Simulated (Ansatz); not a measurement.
# PHF2 (difluorophosphine) at BLYP/STO-3G

Aim: the vertical singlet–triplet gap of PHF2 (difluorophosphine) at BLYP/STO-3G, from 2 runs. 

The results are computed with Ansatz 0.2.0.

65 further runs of the same task are left out: 6 that didn't finish, 59 set aside as unsound or not needed.

## (1) The structure to begin with

The species is PHF2 (4 atoms), meant as a singlet with charge 0. As SMILES, `FPF`. Geometry: relaxed at GFN2-xTB.

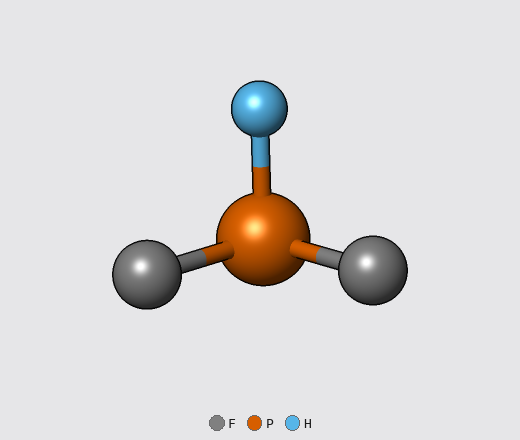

The structure, seen from a chosen angle (fluorine grey, phosphorus orange, hydrogen blue).

## (2) The energy at BLYP/STO-3G

The input, input.yaml:

```yaml
crystal:
  periodic: [false, false, false]
  atoms:
    - {symbol: F, position_ang: [1.200700, 0.603880, -0.244050]}
    - {symbol: P, position_ang: [-0.020800, -0.433020, -0.460000]}
    - {symbol: F, position_ang: [-1.177160, 0.665480, -0.195640]}
    - {symbol: H, position_ang: [-0.002740, -0.836340, 0.899690]}
basis:
  gaussian: {orbitals: STO-3G}
hamiltonian: {xc: {name: BLYP}}
accuracy: high
```

Launch:

```console
ansatz run input.yaml --threads 1 --pin off --max-ram 2610MiB --events-out events.jsonl --progress --plain --runs-dir runs
```

Output:

```text
Warning: RAYON_NUM_THREADS=1 ignored (pool sized by the plan → 1); use --threads N
Functional definition: BLYP
  name "BLYP"
  parameter beta = 0.0042
  parameter a = 0.04918
  parameter b = 0.132
  parameter c = 0.2533
  parameter d = 0.349
  exchange = b88_x(beta = beta)
  correlation = lyp_c(a = a, b = b, c = c, d = d)
361 factors; integrals over basis functions are off by at most 2.7e-8 eV
mean field evaluation 1: about -14549.2875 eV, gradient 2.2e1 eV
mean field evaluation 2: about -14547.1150 eV, gradient 3.4e1 eV
mean field evaluation 4: about -14551.0628 eV, gradient 7.2e-1 eV
mean field evaluation 8: about -14551.0427 eV, gradient 7.5e-3 eV
mean field evaluation 16: about -14551.0427 eV, gradient 3.5e-8 eV
mean field -14551.04274264 eV, -534.7409577409 hartree, gradient 3.5e-8 eV, S^2 0.000000; 0 other end points of the search recorded, 0 dependent functions left out
reference -14551.04276911 eV, -534.7409587137 hartree; 17, 17 occupied and 3, 3 virtual orbitals, 361 factors
Total energy: -14551.04276911 eV, -534.7409587137 hartree
```

Run time: 1 s. Hardware: 1 thread of Arm Neoverse V1, shared host; peak memory 0.091 GiB.

## (3) The triplet

The input, job.yaml:

```yaml
crystal:
  periodic: [false, false, false]
  atoms:
    - symbol: F
      position_ang: [1.200700, 0.603880, -0.244050]
    - symbol: P
      position_ang: [-0.020800, -0.433020, -0.460000]
    - symbol: F
      position_ang: [-1.177160, 0.665480, -0.195640]
    - symbol: H
      position_ang: [-0.002740, -0.836340, 0.899690]
basis:
  gaussian: {orbitals: STO-3G}
accuracy: high
magnetization: {spin_polarized: true, initial_magnetization: 2}
hamiltonian: {xc: {name: BLYP}}
```

Launch:

```console
ansatz run job.yaml --threads 1 --pin off --max-ram 2610MiB --events-out events.jsonl --progress --plain --runs-dir runs
```

Output (excerpt; [...] marks lines left out):

```text
Warning: RAYON_NUM_THREADS=1 ignored (pool sized by the plan → 1); use --threads N
[... 9 set-up lines as earlier in the session ...]
361 factors; integrals over basis functions are off by at most 2.7e-8 eV
mean field evaluation 1: about -14543.7124 eV, gradient 1.0e1 eV
mean field evaluation 2: about -14542.1234 eV, gradient 1.7e1 eV
mean field evaluation 4: about -14544.4062 eV, gradient 4.4e0 eV
mean field evaluation 8: about -14544.5521 eV, gradient 2.0e-2 eV
mean field evaluation 16: about -14544.5521 eV, gradient 1.7e-5 eV
mean field evaluation 32: about -14544.2050 eV, gradient 3.4e0 eV
mean field -14544.55210926 eV, -534.5024313640 hartree, gradient 9.2e-8 eV, S^2 2.000575; 6 other end points of the search recorded, 0 dependent functions left out
reference -14544.55213544 eV, -534.5024323261 hartree; 18, 16 occupied and 2, 4 virtual orbitals, 361 factors
Total energy: -14544.55213544 eV, -534.5024323261 hartree
```

Run time: 3 s. Hardware: 1 thread of Arm Neoverse V1, shared host; peak memory 0.12 GiB.

## (4) Results

Level: BLYP/STO-3G.

| quantity | value |
| --- | --- |
| singlet: total energy | -534.74096 Eh |
| triplet: total energy | -534.50243 Eh |
| triplet: ⟨S²⟩ | 2.001 |
| vertical energy of the triplet above the singlet | 6.491 eV |

In words: At this shape the triplet lies 6.49 eV (150 kcal/mol) above the singlet. In a minimal basis such a difference can be off by several eV, whatever the method.
